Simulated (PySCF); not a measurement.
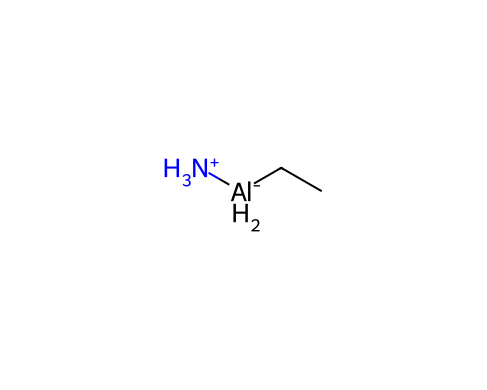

Give its SMILES.

C[CH2][AlH2-][NH3+]

Give the formula, hydrogens included.

C2H10AlN.

An optimisation with PBE0-D3(BJ)/def2-SVP gave a structure of which point group?

C1. Other conformers may differ.

The parts below concern this one geometry. Atoms keep their numbers from picture to picture. Computed geometry: PBE0-D3(BJ)/def2-SVP optimisation. No frequency run is at hand to confirm it as a minimum.

Electronic properties

No frequency run is at hand to confirm it as a minimum. Level of theory: ωB97X-D/pcSseg-2, gas phase (PySCF 2.14.0).

Computed properties:

- dipole moment: 5.07 D
- HOMO energy (Kohn–Sham orbital): −8.57 eV
- LUMO energy (Kohn–Sham orbital): 1.20 eV
- HOMO–LUMO gap: 9.76 eV

Bond orders

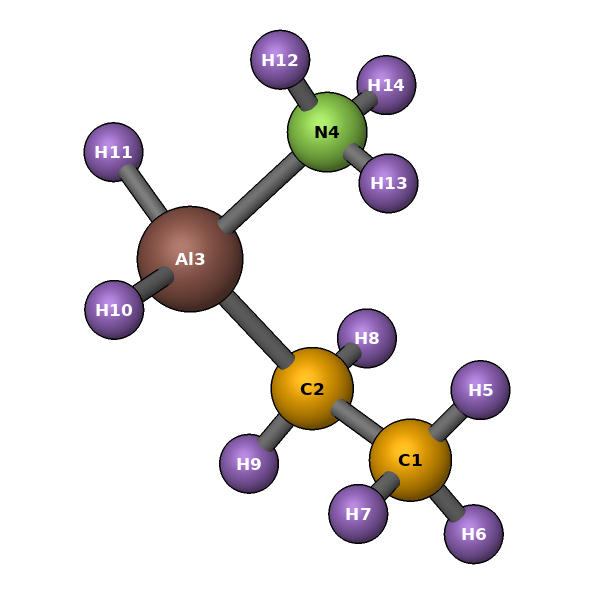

Every bond is drawn as one stick. No frequency run is at hand to confirm it as a minimum. Computed with PBE0/6-31G (PySCF 2.14.0).

List the Mayer bond orders of C1–C2, C1–H5, C1–H6, C1–H7, C2–Al3, C2–H8, C2–H9, Al3–N4, Al3–H10, Al3–H11, N4–H12, N4–H13, N4–H14.

```csv
bond,Mayer order,length (Å)
C1–C2,0.95,1.529
C1–H5,0.95,1.106
C1–H6,0.94,1.104
C1–H7,0.94,1.103
C2–Al3,0.78,1.988
C2–H8,0.93,1.107
C2–H9,0.93,1.106
Al3–N4,0.29,2.076
Al3–H10,0.91,1.612
Al3–H11,0.91,1.611
N4–H12,0.82,1.021
N4–H13,0.82,1.021
N4–H14,0.82,1.021
```

NMR shielding

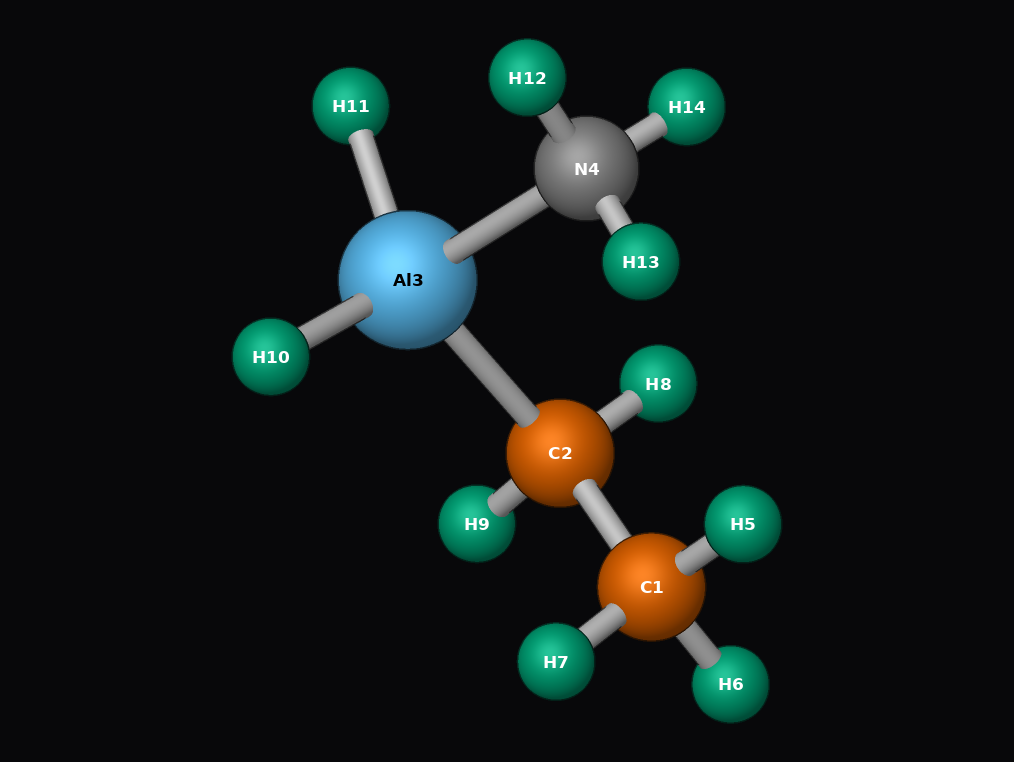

No frequency run is at hand to confirm it as a minimum. Level of theory: GIAO mPW1PW91/pcSseg-2 NMR shielding, non-relativistic, gas phase (PySCF 2.14.0). Principal shieldings σ11 ≤ σ22 ≤ σ33, span Ω = σ33 − σ11, skew κ = 3(σiso − σ22)/Ω.

Give the shielding tensors of the C atoms.

```
atom    σ11    σ22    σ33   σiso     Ω      κ
  C1  164.1  164.9  183.8  171.0  19.7   0.93
  C2  169.6  185.8  189.0  181.5  19.4  −0.68
```

Shieldings and span in ppm.
